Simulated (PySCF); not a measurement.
# GaHBrF (SMILES [F][GaH][Br]) at 5 levels

We compute a comparison of 5 runs (HF/3-21G, HF/def2-SVP, HF/6-311G**, PBE0/def2-SVP, B3LYP/6-31G*) of GaHBrF. The job is set up through a Python script.

Program for the calculation: PySCF 2.14.0.

### 1 The system as given

GaHBrF has 4 atoms, charge 0, and is taken as a singlet. SMILES: `[F][GaH][Br]`. Geometry: relaxed at PBE0-D4/def2-TZVP.

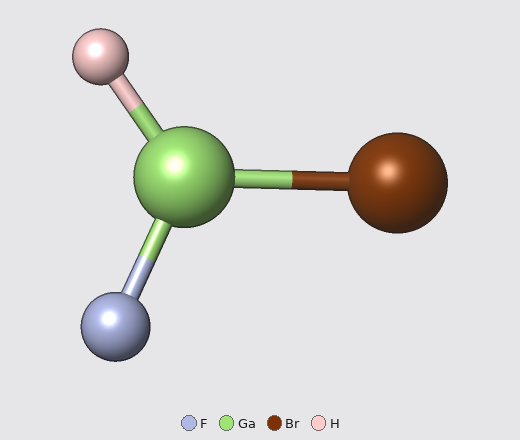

Viewed from a chosen angle; fluorine light blue, gallium green, bromine brown, hydrogen pink.

### 2 Energy and forces at HF/3-21G (run 1)

Contents of run.py:

```python
from pyscf import gto

molecule = gto.Mole()
molecule.atom = '''
F     -3.155654    -0.841306     0.140596
Ga    -0.066896     0.275522    -0.157225
Br     2.893171    -2.443983     1.315060
H      0.434259     2.895627    -1.336603
'''
molecule.max_memory = 1860
molecule.unit = 'bohr'
molecule.verbose = 4
molecule.basis = '3-21g'
molecule.build()

mf = molecule.RHF()
mf.conv_tol = 1e-10
mf.kernel()
if not mf.converged:
    mf = mf.newton().run(mf.mo_coeff, mf.mo_occ)

e_tot = mf.e_tot
print('E = %.10f Eh' % e_tot)
grad = mf.nuc_grad_method().kernel()
mf.analyze()
```

Run with:

```console
$ OMP_NUM_THREADS=1 python run.py
```

The program printed:

```text
PySCF version 2.14.0

[INPUT] num. atoms = 4
[INPUT] num. electrons = 76
[INPUT] charge = 0
[INPUT] spin (= nelec alpha-beta = 2S) = 0
[INPUT] symmetry False subgroup None
[INPUT] Mole.unit = bohr
[INPUT] Symbol           X                Y                Z      unit          X                Y                Z       unit  Magmom
[INPUT]  1 F     -1.669900182349  -0.445199962610   0.074400199147 AA   -3.155654000000  -0.841306000000   0.140596000000 Bohr   0.0
[INPUT]  2 Ga    -0.035399838702   0.145799963507  -0.083199886987 AA   -0.066896000000   0.275522000000  -0.157225000000 Bohr   0.0
[INPUT]  3 Br     1.531000160495  -1.293300107476   0.695899782992 AA    2.893171000000  -2.443983000000   1.315060000000 Bohr   0.0
[INPUT]  4 H      0.229799966437   1.532299819725  -0.707299847647 AA    0.434259000000   2.895627000000  -1.336603000000 Bohr   0.0

nuclear repulsion = 405.256317037119
number of shells = 27
number of NR pGTOs = 126
number of NR cGTOs = 55
basis = 3-21g
ecp = {}

[... 52 lines left out ...]
Total Energy =                       -4573.474775296094776
[... 7 lines left out ...]
MO #1   energy= -486.771017130031  occ= 2
[... 5 lines left out ...]
MO #7   energy= -48.0315805567283  occ= 2
[... 5 lines left out ...]
MO #13  energy= -7.35475213569955  occ= 2
[... 5 lines left out ...]
MO #19  energy= -4.49302759157644  occ= 2
[... 5 lines left out ...]
MO #25  energy= -1.5042733961634   occ= 2
[... 5 lines left out ...]
MO #31  energy= -1.00247752086496  occ= 2
[... 5 lines left out ...]
MO #37  energy= -0.427735189347008 occ= 2
[... 5 lines left out ...]
MO #43  energy= 0.255730652865573  occ= 0
[... 5 lines left out ...]
MO #49  energy= 0.892307149816973  occ= 0
[... 5 lines left out ...]
MO #55  energy= 3.66550061662255   occ= 0
[... 23 lines left out ...]
pop of  1 Ga 4py          0.58104
pop of  1 Ga 4pz          0.28215
pop of  1 Ga 5px          0.02954
pop of  1 Ga 5py          0.01815
pop of  1 Ga 5pz          0.00397
pop of  1 Ga 3dxy         1.99434
pop of  1 Ga 3dyz         1.99506
pop of  1 Ga 3dz^2        1.99546
pop of  1 Ga 3dxz         1.99872
pop of  1 Ga 3dx2-y2      1.99369
pop of  2 Br 1s           2.00000
pop of  2 Br 2s           1.99991
pop of  2 Br 3s           1.99945
pop of  2 Br 4s           1.88062
pop of  2 Br 5s           0.00740
pop of  2 Br 2px          1.99998
pop of  2 Br 2py          1.99998
pop of  2 Br 2pz          1.99998
pop of  2 Br 3px          1.99981
pop of  2 Br 3py          1.99981
pop of  2 Br 3pz          1.99983
pop of  2 Br 4px          1.74570
pop of  2 Br 4py          1.76843
pop of  2 Br 4pz          1.84973
pop of  2 Br 5px          0.00097
pop of  2 Br 5py          0.00132
pop of  2 Br 5pz          0.00126
pop of  2 Br 3dxy         1.99964
pop of  2 Br 3dyz         1.99990
pop of  2 Br 3dz^2        1.99992
pop of  2 Br 3dxz         1.99988
pop of  2 Br 3dx2-y2      1.99992
pop of  3 H 1s            1.10386
pop of  3 H 2s            0.00277
 ** Mulliken atomic charges  **
charge of    0F =     -0.47660
charge of    1Ga =      0.83666
charge of    2Br =     -0.25344
charge of    3H =     -0.10663
Dipole moment(X, Y, Z, Debye):  0.62429,  2.19763, -0.97484
```

Wall time 2.4 s (1 thread of Intel Xeon at 2.70GHz, shared host); peak memory 0.13 GiB.

### 3 Energy and forces at HF/def2-SVP (run 2)

Contents of input.py:

```python
# [F][GaH][Br]
from pyscf import gto, scf

system = gto.Mole()
system.atom = 'F -1.669900 -0.445200 0.074400; Ga -0.035400 0.145800 -0.083200; Br 1.531000 -1.293300 0.695900; H 0.229800 1.532300 -0.707300'
system.basis = 'def2-svp'
system.max_memory = 1860
system.verbose = 4
system.build()

mf = scf.RHF(system)
mf.conv_tol = 1e-10
mf.kernel()
if not mf.converged:
    mf = mf.newton().run(mf.mo_coeff, mf.mo_occ)

e_tot = mf.e_tot
print('Final energy', e_tot)
grad = mf.nuc_grad_method().kernel()
mf.analyze()
```

Run with:

```console
$ OMP_NUM_THREADS=1 python input.py
```

The program printed:

```text
PySCF version 2.14.0

[INPUT] num. atoms = 4
[INPUT] num. electrons = 76
[INPUT] charge = 0
[INPUT] spin (= nelec alpha-beta = 2S) = 0
[INPUT] symmetry False subgroup None
[INPUT] Mole.unit = angstrom
[INPUT] Symbol           X                Y                Z      unit          X                Y                Z       unit  Magmom
[INPUT]  1 F     -1.669900000000  -0.445200000000   0.074400000000 AA   -3.155653655411  -0.841306070656   0.140595623668 Bohr   0.0
[INPUT]  2 Ga    -0.035400000000   0.145800000000  -0.083200000000 AA   -0.066896304810   0.275522068962  -0.157225213564 Bohr   0.0
[INPUT]  3 Br     1.531000000000  -1.293300000000   0.695900000000 AA    2.893170696709  -2.443982796900   1.315060410085 Bohr   0.0
[INPUT]  4 H      0.229800000000   1.532300000000  -0.707300000000 AA    0.434259063425   2.895627340671  -1.336603287905 Bohr   0.0

nuclear repulsion = 405.256326805962
number of shells = 33
number of NR pGTOs = 179
number of NR cGTOs = 83
basis = def2-svp
ecp = {}

[... 54 lines left out ...]
Total Energy =                       -4595.141701911645214
[... 9 lines left out ...]
MO #3   energy= -65.1450213018956  occ= 2
[... 7 lines left out ...]
MO #11  energy= -26.2417940754991  occ= 2
[... 7 lines left out ...]
MO #19  energy= -4.55262691183066  occ= 2
[... 7 lines left out ...]
MO #27  energy= -1.26949013701605  occ= 2
[... 7 lines left out ...]
MO #35  energy= -0.553027830343145 occ= 2
[... 7 lines left out ...]
MO #43  energy= 0.233500704578902  occ= 0
[... 7 lines left out ...]
MO #51  energy= 0.636768411253123  occ= 0
[... 7 lines left out ...]
MO #59  energy= 0.947158109846032  occ= 0
[... 7 lines left out ...]
MO #67  energy= 2.0381464282594    occ= 0
[... 7 lines left out ...]
MO #75  energy= 3.50912168005203   occ= 0
[... 7 lines left out ...]
MO #83  energy= 4.15717642953097   occ= 0
[... 51 lines left out ...]
pop of  2 Br 4s           1.87351
pop of  2 Br 5s           0.00205
pop of  2 Br 2px          1.99999
pop of  2 Br 2py          1.99999
pop of  2 Br 2pz          1.99999
pop of  2 Br 3px          1.99993
pop of  2 Br 3py          1.99993
pop of  2 Br 3pz          1.99994
pop of  2 Br 4px          1.75324
pop of  2 Br 4py          1.77773
pop of  2 Br 4pz          1.85440
pop of  2 Br 5px          0.00050
pop of  2 Br 5py          0.00082
pop of  2 Br 5pz          0.00055
pop of  2 Br 3dxy         1.99999
pop of  2 Br 3dyz         1.99999
pop of  2 Br 3dz^2        1.99999
pop of  2 Br 3dxz         1.99999
pop of  2 Br 3dx2-y2      1.99999
pop of  2 Br 4dxy         0.00615
pop of  2 Br 4dyz         0.00216
pop of  2 Br 4dz^2        0.00174
pop of  2 Br 4dxz         0.00263
pop of  2 Br 4dx2-y2      0.00183
pop of  2 Br 5dxy         0.00001
pop of  2 Br 5dyz         0.00001
pop of  2 Br 5dz^2        0.00000
pop of  2 Br 5dxz         0.00000
pop of  2 Br 5dx2-y2      0.00002
pop of  3 H 1s            1.09820
pop of  3 H 2s            0.00217
pop of  3 H 2px           0.00014
pop of  3 H 2py           0.00302
pop of  3 H 2pz           0.00063
 ** Mulliken atomic charges  **
charge of    0F =     -0.54285
charge of    1Ga =      0.92317
charge of    2Br =     -0.27616
charge of    3H =     -0.10416
Dipole moment(X, Y, Z, Debye):  1.14478,  1.81708, -0.76123
```

Wall time 8.1 s (1 thread of Intel Xeon at 2.70GHz, shared host); peak memory 0.16 GiB.

Runs 3 to 4 aren't shown in full; the table further down has their settings and results.

### 4 Energy and forces at B3LYP/6-31G(d) (Cartesian functions) (run 5)

Contents of geometry.xyz:

```xyz
4
BrFGaH
F     -1.669900    -0.445200     0.074400
Ga    -0.035400     0.145800    -0.083200
Br     1.531000    -1.293300     0.695900
H      0.229800     1.532300    -0.707300
```

Contents of run.py:

```python
# [F][GaH][Br]
import pyscf.grad
from pyscf import gto, dft

mol = gto.Mole()
mol.atom = 'geometry.xyz'
mol.verbose = 4
mol.basis = '6-31g*'
mol.cart = True
mol.max_memory = 1860
mol.spin = 0
mol.build()

myscf = dft.RKS(mol)
myscf.xc = 'b3lyp'
myscf.grids.level = 5
myscf.conv_tol = 1e-10
myscf.kernel()
if not myscf.converged:
    myscf = myscf.newton().run(myscf.mo_coeff, myscf.mo_occ)

e_tot = myscf.e_tot
print(f'total energy: {e_tot:.8f} hartree')
grad = myscf.Gradients().kernel()
myscf.analyze()
```

Run with:

```console
$ OMP_NUM_THREADS=1 python run.py
```

The program printed:

```text
PySCF version 2.14.0

[INPUT] num. atoms = 4
[INPUT] num. electrons = 76
[INPUT] charge = 0
[INPUT] spin (= nelec alpha-beta = 2S) = 0
[INPUT] symmetry False subgroup None
[INPUT] Mole.unit = angstrom
[INPUT] Cartesian GTO integrals (6d 10f)
[INPUT] Symbol           X                Y                Z      unit          X                Y                Z       unit  Magmom
[INPUT]  1 F     -1.669900000000  -0.445200000000   0.074400000000 AA   -3.155653655411  -0.841306070656   0.140595623668 Bohr   0.0
[INPUT]  2 Ga    -0.035400000000   0.145800000000  -0.083200000000 AA   -0.066896304810   0.275522068962  -0.157225213564 Bohr   0.0
[INPUT]  3 Br     1.531000000000  -1.293300000000   0.695900000000 AA    2.893170696709  -2.443982796900   1.315060410085 Bohr   0.0
[INPUT]  4 H      0.229800000000   1.532300000000  -0.707300000000 AA    0.434259063425   2.895627340671  -1.336603287905 Bohr   0.0

nuclear repulsion = 405.256326805962
number of shells = 32
number of NR pGTOs = 232
number of NR cGTOs = 87
basis = 6-31g*
ecp = {}

[... 71 lines left out ...]
One-electron Energy =                -7213.147088834328315
[... 10 lines left out ...]
MO #6   energy= -56.3444791339011  occ= 2
[... 8 lines left out ...]
MO #15  energy= -6.53223787216836  occ= 2
[... 8 lines left out ...]
MO #24  energy= -2.62643381621321  occ= 2
[... 8 lines left out ...]
MO #33  energy= -0.404312116293252 occ= 2
[... 8 lines left out ...]
MO #42  energy= 0.0518676659791287 occ= 0
[... 8 lines left out ...]
MO #51  energy= 0.353042000338781  occ= 0
[... 8 lines left out ...]
MO #60  energy= 0.858686989562756  occ= 0
[... 8 lines left out ...]
MO #69  energy= 1.89005587641689   occ= 0
[... 8 lines left out ...]
MO #78  energy= 3.26311934828017   occ= 0
[... 8 lines left out ...]
MO #87  energy= 90.3819057509939   occ= 0
[... 55 lines left out ...]
pop of  2 Br 4s           0.33414
pop of  2 Br 5s           0.00239
pop of  2 Br 2px          2.00000
pop of  2 Br 2py          2.00000
pop of  2 Br 2pz          2.00000
pop of  2 Br 3px          1.99987
pop of  2 Br 3py          1.99987
pop of  2 Br 3pz          1.99988
pop of  2 Br 4px          1.69408
pop of  2 Br 4py          1.72893
pop of  2 Br 4pz          1.82292
pop of  2 Br 5px          0.00282
pop of  2 Br 5py          0.00234
pop of  2 Br 5pz          0.00103
pop of  2 Br 3dxx         1.94452
pop of  2 Br 3dxy         1.99984
pop of  2 Br 3dxz         1.99986
pop of  2 Br 3dyy         1.94449
pop of  2 Br 3dyz         1.99986
pop of  2 Br 3dzz         1.94438
pop of  2 Br 4dxx         0.00125
pop of  2 Br 4dxy         0.00477
pop of  2 Br 4dxz         0.00204
pop of  2 Br 4dyy         0.00116
pop of  2 Br 4dyz         0.00174
pop of  2 Br 4dzz         0.00101
pop of  2 Br 5dxx         0.00108
pop of  2 Br 5dxy         0.00011
pop of  2 Br 5dxz         0.00006
pop of  2 Br 5dyy         0.00100
pop of  2 Br 5dyz         0.00005
pop of  2 Br 5dzz         0.00084
pop of  3  H 1s           0.98348
pop of  3  H 2s           0.00388
 ** Mulliken atomic charges  **
charge of    0F =     -0.37125
charge of    1Ga =      0.62546
charge of    2Br =     -0.26686
charge of    3H =      0.01264
Dipole moment(X, Y, Z, Debye):  0.82853,  1.59369, -0.68013
```

Wall time 30 s (1 thread of Intel Xeon at 2.70GHz, shared host); peak memory 0.85 GiB.

### 5 All runs side by side

```
run                               level  integration grid  Cartesian functions   energy (Eh)  dipole moment (D)  HOMO energy (eV)  LUMO energy (eV)  wall time
  1                            HF/3-21G                 –                   no  -4573.474775               2.48            -11.43              1.21      2.4 s
  2                         HF/def2-SVP                 –                   no  -4595.141702               2.28            -11.70              1.28      8.1 s
  3                         HF/6-311G**                 –                   no  -4595.724172               2.37            -11.76              0.96       13 s
  4                       PBE0/def2-SVP                 5                   no  -4598.260764               1.98             -8.67             -1.51       22 s
  5  B3LYP/6-31G* (Cartesian functions)                 5                  yes  -4599.041875               1.92             -8.39             -1.80       30 s
```

### 6 Results

```
                       quantity           value
            run 5: total energy  -4599.04188 Eh
           run 5: dipole moment          1.92 D
             run 5: HOMO energy        -8.39 eV
             run 5: LUMO energy        -1.80 eV
           run 5: HOMO–LUMO gap         6.60 eV
run 5: largest force on an atom      0.481 eV/Å
```

**Reading.** The dipole moment (its size) runs from 1.92 D (B3LYP/6-31G*) to 2.48 D (HF/3-21G). The two ends differ in method and basis. The HOMO–LUMO gap runs from 6.60 eV (B3LYP/6-31G*) to 12.98 eV (HF/def2-SVP). Totals of different functionals can't be ranked against each other. All runs together took 76 s, the longest 30 s.
